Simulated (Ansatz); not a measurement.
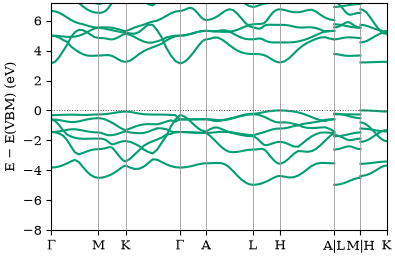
*Band structure from DFT-PBE in the program Ansatz with PAW potentials*

Read off the gap and where the band edges lie.

About 3.2 eV (3.15 eV by a search for the band edges); maximum at H, minimum at Γ.

Which of these materials gives this?
A) LuAlN2, P3m1 (Lu on 1b, N on 1b, Al on 1c, N on 1c)
B) ScAlN2, P3m1 (Sc on 1b, N on 1b, Al on 1c, N on 1c)
C) AlGa3N4, P3m1 (Pearson symbol hP8)
D) MgCdS2, P3m1 (Cd on 1b, S on 1b, Mg on 1c, S on 1c)

B, ScAlN2, P3m1 (Sc on 1b, N on 1b, Al on 1c, N on 1c)

The start of the workflow was typed in or built on a structure type; neither database checked (COD, Materials Project) lists it. Its standing as an ambient phase is unchecked. The PBE relaxation kept the symmetry of its start; whether a distortion lowers the energy is not shown. No spin polarisation was allowed.

Potentials: the earlier of the program's two PAW sets.
